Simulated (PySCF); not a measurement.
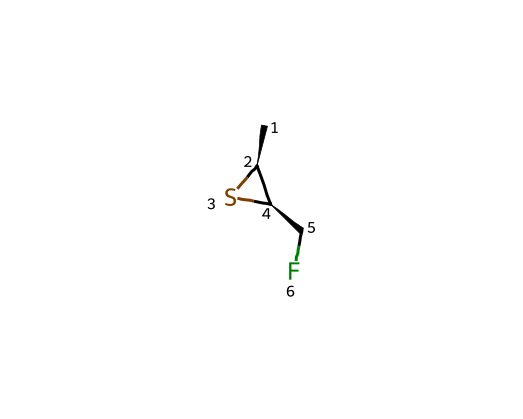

Skeletal drawing with numbered atoms; wedges and dashes mark any stereocentres. The configuration is that of a computed structure (PBE0-D3(BJ)/def2-SVP).

Give the R/S and E/Z labels.

Answer. C2: S; C4: R.
